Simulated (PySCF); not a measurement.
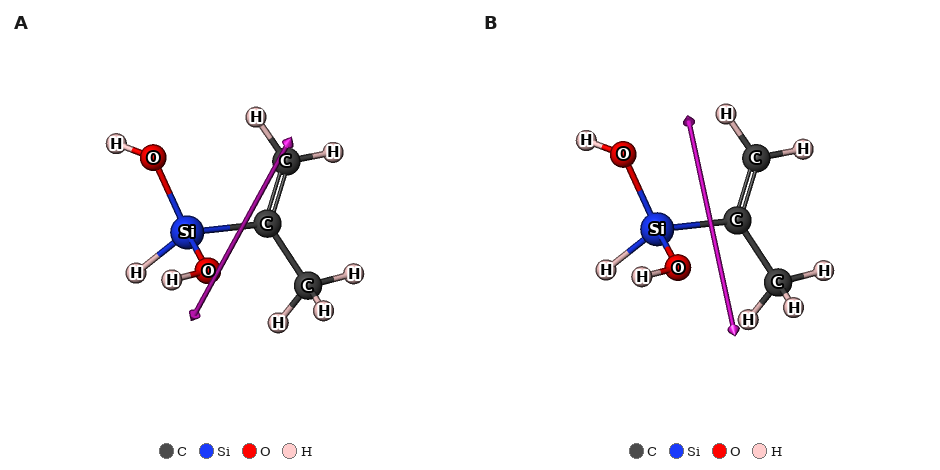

The double arrows show the directions of two transition dipoles from the ground state (lengths mean nothing). The computed structure is the end point of a PBE0-D3(BJ)/def2-SVP optimisation. No frequency run is at hand to confirm it as a minimum. Level of theory: TDDFT PBE0/6-31+G*, vertical, gas phase, core orbitals frozen in the response (PySCF 2.14.0).

Question: One belongs to singlet state 2 and one to singlet state 6. Which is which?

Answer: A: state 6, 7.22 eV (172 nm), oscillator strength 0.015, mainly HOMO−1 → LUMO+1 (weight 0.77).
B: state 2, 6.51 eV (191 nm), oscillator strength 0.021, mainly HOMO−1 → LUMO (weight 0.59).
